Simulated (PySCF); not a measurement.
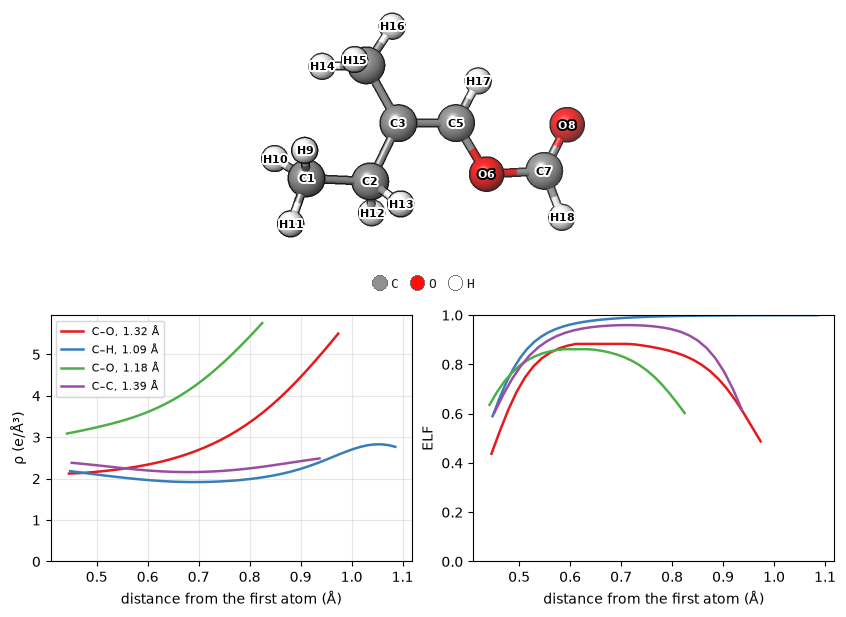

*C₆H₁₀O₂ (SMILES CC[C+](C)[CH]OC=O) (charge +1, doublet). Total electron density and ELF along straight lines between neighbouring atoms. The curves leave out the atomic cores. The structure is drawn too.*

Geometry: GFN2-xTB.

Method: UKS B3LYP, pcH-1 on C H O, non-relativistic, mean-field spin-orbit, GIAO (PySCF 2.14.0, density-fitted response routines).

```yaml
atoms:
  - { symbol: C, position_ang: [-2.4029, -0.4269, 0.3567] }
  - { symbol: C, position_ang: [-0.9704, -0.7195, -0.0204] }
  - { symbol: C, position_ang: [-0.0008, 0.3768, 0.1503] }
  - { symbol: C, position_ang: [-0.4151, 1.6655, 0.7099] }
  - { symbol: C, position_ang: [1.3225, 0.1871, -0.2236] }
  - { symbol: O, position_ang: [1.7419, -0.9549, -0.7365] }
  - { symbol: C, position_ang: [3.0838, -1.0766, -1.1010] }
  - { symbol: O, position_ang: [3.8681, -0.2069, -0.9733] }
  - { symbol: H, position_ang: [-2.4933, -0.1477, 1.4064] }
  - { symbol: H, position_ang: [-2.8082, 0.3968, -0.2314] }
  - { symbol: H, position_ang: [-3.0202, -1.3037, 0.1835] }
  - { symbol: H, position_ang: [-0.9164, -1.0783, -1.0594] }
  - { symbol: H, position_ang: [-0.6078, -1.5916, 0.5464] }
  - { symbol: H, position_ang: [-1.2284, 2.0922, 0.1143] }
  - { symbol: H, position_ang: [-0.8573, 1.5212, 1.7010] }
  - { symbol: H, position_ang: [0.3994, 2.3802, 0.7770] }
  - { symbol: H, position_ang: [2.0655, 0.9765, -0.1101] }
  - { symbol: H, position_ang: [3.2309, -2.0838, -1.5014] }
```

What can be read from the curves?

C–O (1.32 Å): the density is about 2.5 e/Å³ at the midpoint; the ELF peaks at about 0.90 between the atoms, as expected for a shared but strongly polarised pair.
C–H (1.09 Å): the density is about 2 e/Å³ at the midpoint; the ELF climbs to about 1 towards the hydrogen, as it does in any bond to H (an ordinary covalent bond to hydrogen).
C–O (1.18 Å): the density is about 3.6 e/Å³ at the midpoint; the ELF peaks at about 0.85 between the atoms; a short, multiple covalent bond.
C–C (1.39 Å): ρ is about 2.2 e/Å³ halfway; the ELF peaks at about 0.95 between the atoms, as expected for a covalent bond.
